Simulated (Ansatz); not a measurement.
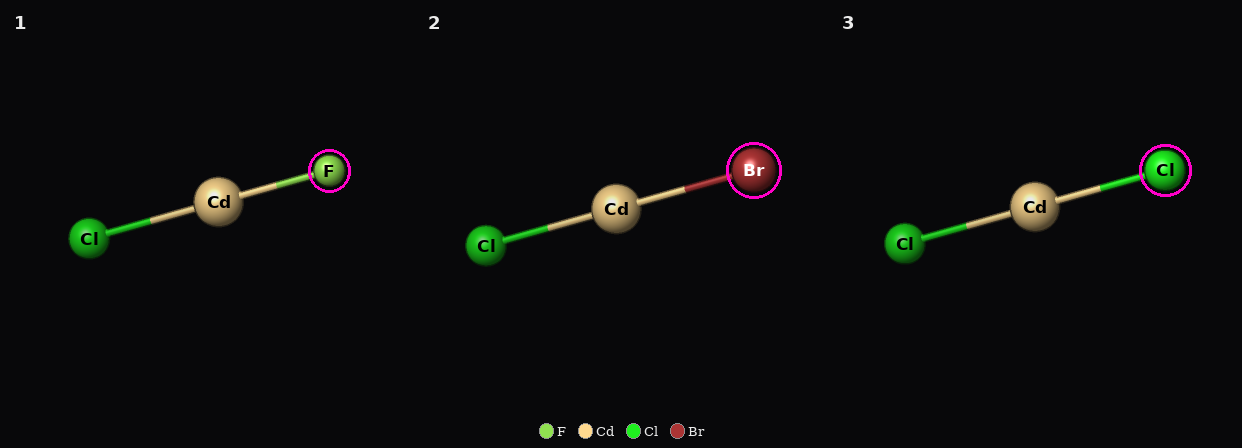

3 molecules with one skeleton, seen from the same side and at one scale; the atom that differs is circled. Charge 0, singlet. Computed geometries: PBE0-D4/def2-TZVP optimisations, one conformation each. Properties computed with Ansatz 0.2.0. Elements past Kr carry core potentials.

One atom differs, called X below: F in panel 1, Br in panel 2, Cl in panel 3. Their formulas are CdClF (`[F][Cd][Cl]`), CdBrCl (`[Cl][Cd][Br]`), CdCl2 (`[Cl][Cd][Cl]`).

**Rank them by the HOMO energy (Kohn–Sham orbital), lowest first (r2SCAN-D4/def2-TZVPP).**

1 (F), 3 (Cl), 2 (Br).

**Rank them by the dipole moment, lowest first (r2SCAN-D4/def2-TZVPP).**

3 (Cl), 2 (Br), 1 (F).

Give the values. With PBE0-D4/def2-TZVP: length of X–Cd (Å), angle X–Cd–Cl (°), harmonic zero-point energy (kJ/mol). With r2SCAN-D4/def2-TZVPP: HOMO energy (Kohn–Sham orbital) (eV), HOMO–LUMO gap (eV), dipole moment (D).

| quantity | 1 (F) | 2 (Br) | 3 (Cl) |
| --- | --- | --- | --- |
| length of X–Cd (Å) | 1.929 | 2.396 | 2.264 |
| angle X–Cd–Cl (°) | 180.0 | 180.0 | 180.0 |
| HOMO energy (Kohn–Sham orbital) (eV) | −8.05 | −7.60 | −7.86 |
| HOMO–LUMO gap (eV) | 5.09 | 4.71 | 5.02 |
| dipole moment (D) | 0.50 | 0.33 | 0.00 |
| harmonic zero-point energy (kJ/mol) | 7.2 | 4.7 | 5.6 |
